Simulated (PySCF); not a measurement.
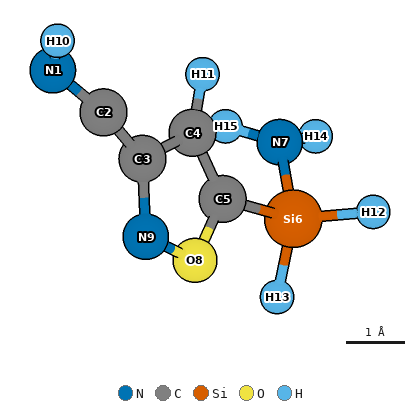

*The structure as given in the input (ball-and-stick view, seen at a tilt; atoms are numbered from 1 in the order of the input).*

**C$_{4}$H$_{6}$N$_{3}$OSi: EPR calculation**

System: C$_{4}$H$_{6}$N$_{3}$OSi, multiplicity 2.
Method: UKS B3LYP, pcH-1 on C H N O Si, non-relativistic, mean-field spin-orbit, GIAO (PySCF 2.14.0).

It belongs to a series of runs on one base structure; here: H added to N.

**Output**
```
UKS, coarse grid
  cycle   1  E = -684.83704579  |g| = 4.75e-01
  cycle   2  E = -684.70690612  |g| = 7.43e-01
  cycle   3  E = -684.91775843  |g| = 1.63e-01
  cycle   4  E = -684.92634312  |g| = 8.38e-02
  cycle   5  E = -684.92950046  |g| = 1.37e-02
  cycle   6  E = -684.92962410  |g| = 5.96e-03
  cycle   7  E = -684.92965331  |g| = 3.37e-03
  cycle   8  E = -684.92966590  |g| = 2.09e-03
  cycle   9  E = -684.92967014  |g| = 9.42e-04
UKS, final grid
  cycle   1  E = -684.92967851  |g| = 1.78e-03
  cycle   2  E = -684.92967458  |g| = 3.73e-03
  cycle   3  E = -684.92967988  |g| = 2.00e-04
  cycle   4  E = -684.92967992  |g| = 1.49e-04
  cycle   5  E = -684.92967996  |g| = 1.00e-04
  cycle   6  E = -684.92967997  |g| = 2.67e-05
E = -684.92967997 Eh   <S^2> = 0.7694 (exact 0.7500)
g shifts (ppm)      1          2          3
  rmc          -223       -223       -223
  gc             38         -9        -30
  oz_so        -649         16       1942
  total        -833       -216       1689
hyperfine (MHz)  atom isotope    a_iso     a_fc   dipolar eigenvalues
    0   14N      26.18      26.24    -10.79     -8.92     19.71
    1   13C      47.17      47.41    -47.67    -44.85     92.52
    2   13C     -22.32     -22.35    -18.03      4.76     13.28
    3   13C       9.18       9.18     -6.72     -5.48     12.20
    4   13C     -11.04     -11.05    -12.59      5.66      6.93
    5  29Si      -2.44      -2.44     -0.47      0.18      0.29
    6   14N      -0.39      -0.39     -0.08      0.00      0.08
    7   17O     -11.28     -11.27    -34.33     16.05     18.28
    8   14N      17.29      17.26    -20.12    -18.78     38.90
    9    1H     159.54     159.56    -10.50     -6.11     16.61
   10    1H      -5.56      -5.56     -2.41     -1.80      4.21
   11    1H      -4.66      -4.66     -0.57     -0.27      0.84
   12    1H      -0.84      -0.84     -0.60     -0.53      1.14
   13    1H      -0.20      -0.20     -0.25     -0.22      0.46
   14    1H       0.08       0.08     -0.53     -0.36      0.89
```

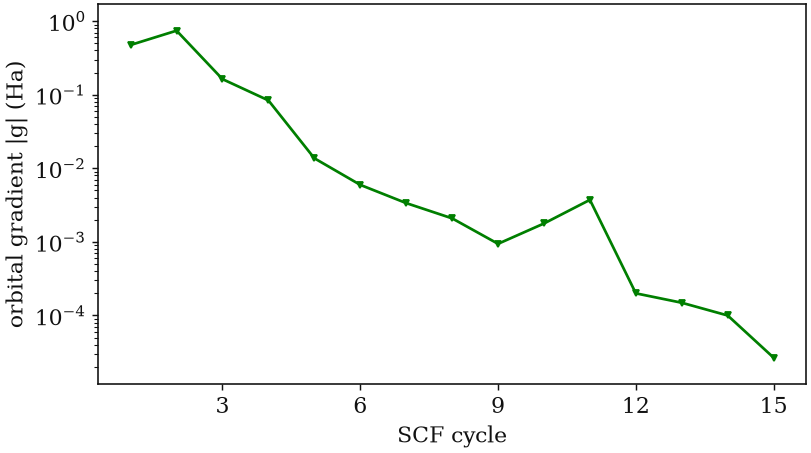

*Convergence of the self-consistent field: orbital gradient |g| against the SCF cycle.*

All cycles printed in the log are drawn one after another.

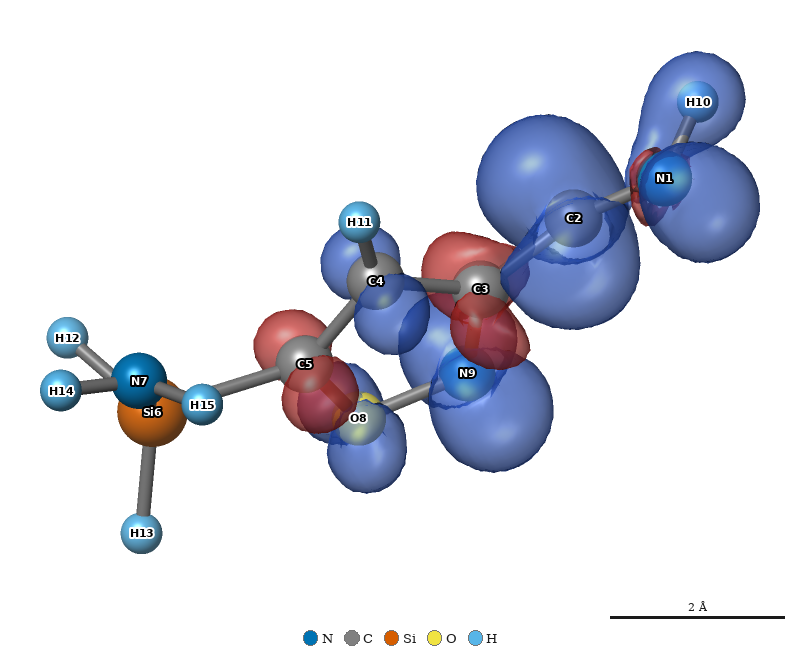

*Isosurfaces of the spin density at +0.02 (blue) and −0.02 e/Å³ (red), seen at an oblique angle.*

The unpaired spin (1 electron) lies mostly on C2 (about 0.4), N9 (about 0.3), N1 (about 0.2) and O8 (about 0.1), in electrons by Hirshfeld's partition.

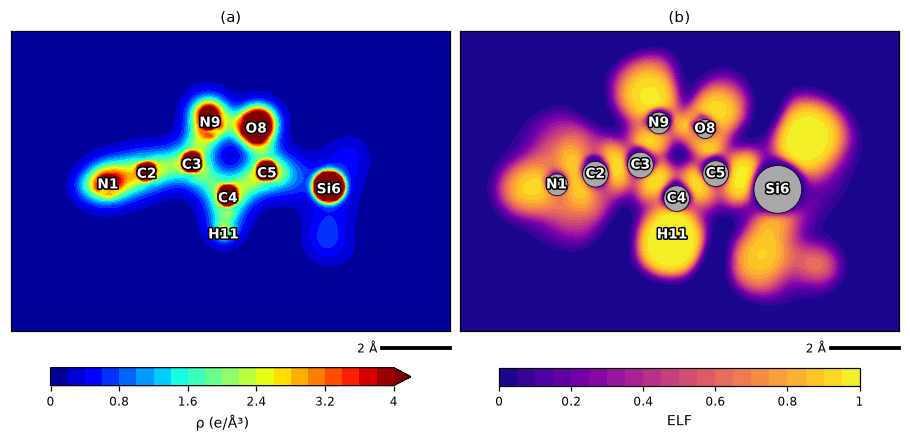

*(a) total electron density; (b) electron localisation function on the plane of atoms Si6, C5 and O8. Grey discs, where drawn, cover atomic cores.*

The section cuts through N, C, Si, O and H sites. C–N (1.21 Å): ρ at the midpoint is about 3 e/Å³; the ELF peaks at about 0.90 between the atoms (a multiple bond by its length, whose ELF region spreads away from the axis). C–C (1.35 Å): ρ at the midpoint is about 2.1 e/Å³; the ELF peaks at about 0.95 between the atoms (a double or triple bond). N–O (1.36 Å): ρ is about 2.4 e/Å³ halfway; the ELF peaks at about 0.85 between the atoms (a shared electron pair). C–Si (1.88 Å): ρ at the midpoint is about 0.9 e/Å³; the ELF peaks at about 1 between the atoms (a covalent bond).

The run was set up as follows.

**Input**
```
{"job": {"kind": "epr", "basis": "pcH-1"}, "charge": 0, "multiplicity": 2}
N      4.014005    -0.915170    -0.416807
C      2.994789    -0.264350    -0.524005
C      1.684880     0.012102    -0.707362
C      0.660665    -0.064190     0.307823
C     -0.463303     0.387447    -0.305368
Si    -2.231810     0.642630     0.274575
N     -2.432383    -0.548405     1.500286
O     -0.172006     0.729284    -1.573621
N      1.148847     0.510401    -1.837209
H      4.899051    -0.515189    -0.120562
H      0.778035    -0.412245     1.311683
H     -2.375814     1.932958     0.948837
H     -3.095355     0.557382    -0.908984
H     -3.279610    -0.548622     2.043970
H     -2.134404    -1.496044     1.330141
```

The first line tells a small driver script what to run in PySCF; the rest is the geometry in Å.

Run as:
```bash
OMP_NUM_THREADS=1 python <driver script> task.json out
```

**Results in brief**

```csv
quantity,value
outcome,converged
total energy,−684.929680 hartree
⟨S²⟩,0.769
isotropic g,2.0025
hardware,"1 CPU thread, shared host"
wall time,1.9 min
peak memory,1 GiB
```
